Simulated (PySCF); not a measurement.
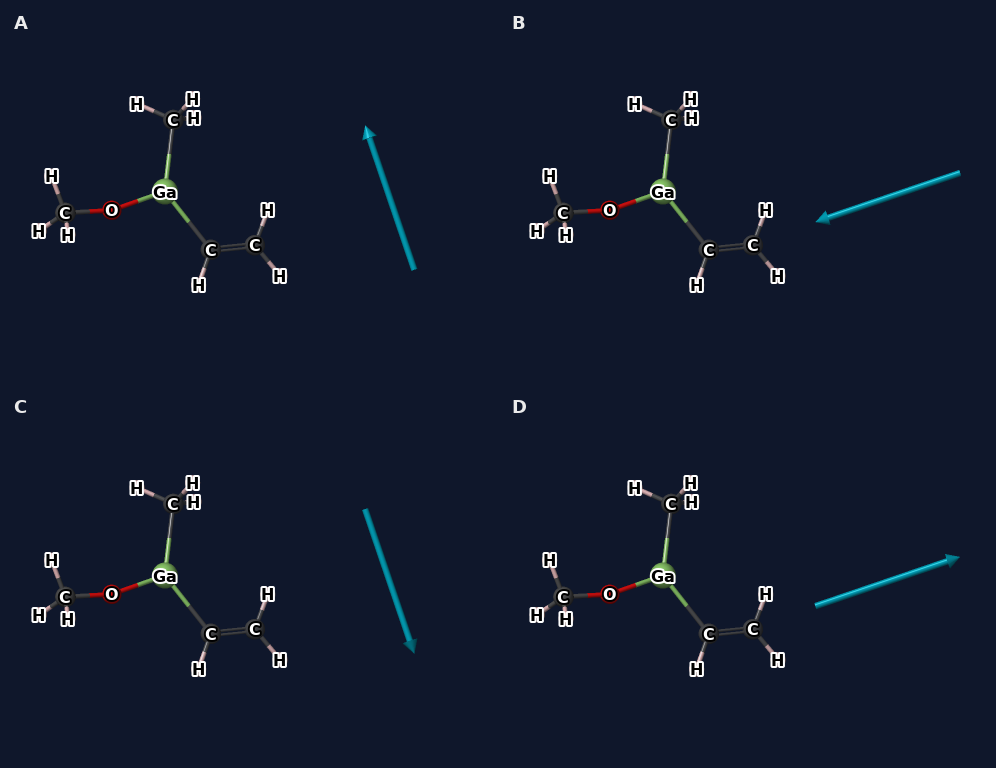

The same molecule four times, each with an arrow. The computed structure is the end point of a GFN2-xTB optimisation. No frequency run is at hand to confirm it as a minimum. Level of theory: B3LYP/pcJ-1 (pcSseg-1 on Ga), gas phase (PySCF 2.14.0).

### Which arrow points along the dipole moment, from the negative to the positive end?

A. The dipole moment is 0.54 D.

The geometry is semi-empirical. Around Ga such bond lengths and angles can be off by a tenth of an ångström or more and by several degrees, and values that hang on the shape move with them.
